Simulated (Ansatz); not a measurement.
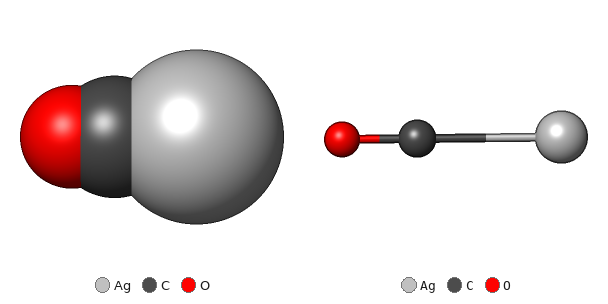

The same structure drawn twice, from different directions.

Charge +1, singlet. Computed geometry: PBE0-D4/def2-TZVP optimisation.

Description:

The species is CAgO(+). This geometry has C∞v symmetry. All atoms lie on one line. Coordination: 1 C linear.

The parts below concern this one geometry. Atoms keep their numbers from picture to picture.

**Geometry**

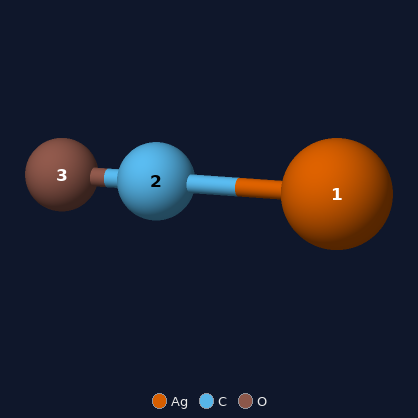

Which atoms are bonded, and how long are the bonds?

| bond | length (Å) |
| --- | --- |
| Ag1–C2 | 2.130 |
| C2–O3 | 1.112 |

**Charges**

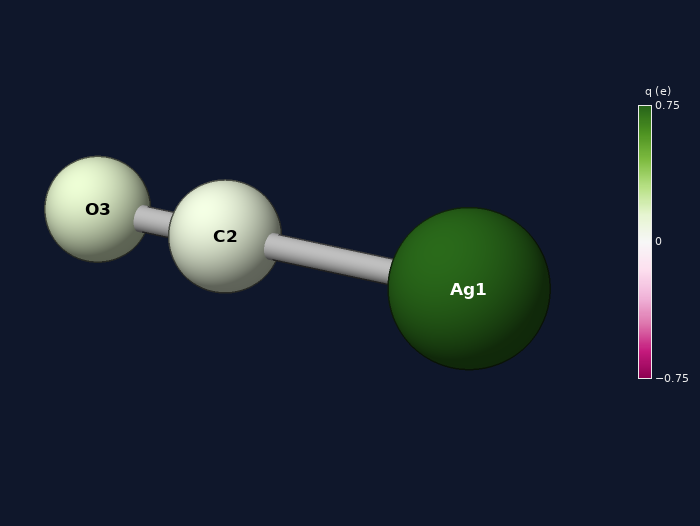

Atoms are coloured by their Mulliken charges. Properties computed with RKS PBE0-D4/def2-TZVP, core potentials on Ag (Ansatz 0.2.0).

List the Mulliken charges.

| atom | value (e) |
| --- | --- |
| Ag1 | 0.74 |
| C2 | 0.10 |
| O3 | 0.16 |

**Vibrations**

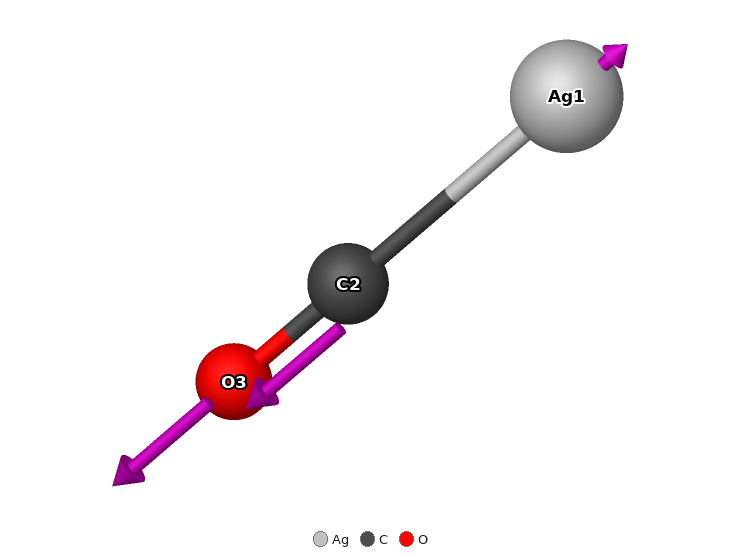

The arrows show one normal mode. Harmonic vibrations computed with RKS PBE0-D4/def2-TZVP, core potentials on Ag (Ansatz 0.2.0) at a stationary point of the same level.

What kind of motion is it?

Answer. Mostly C–Ag stretching.

Estimate its harmonic wavenumber.

Answer. 264 cm⁻¹; it is mode 3 of 4 counted from the lowest.

**Electronic properties**

Method: RKS PBE0-D4/def2-TZVPPD, core potentials on Ag (Ansatz 0.2.0).

What does the calculation give?

- HOMO energy (Kohn–Sham orbital): −15.64 eV
- LUMO energy (Kohn–Sham orbital): −8.43 eV
- HOMO–LUMO gap: 7.21 eV

Mulliken values depend strongly on the basis set and can even reverse the polarity of a bond.
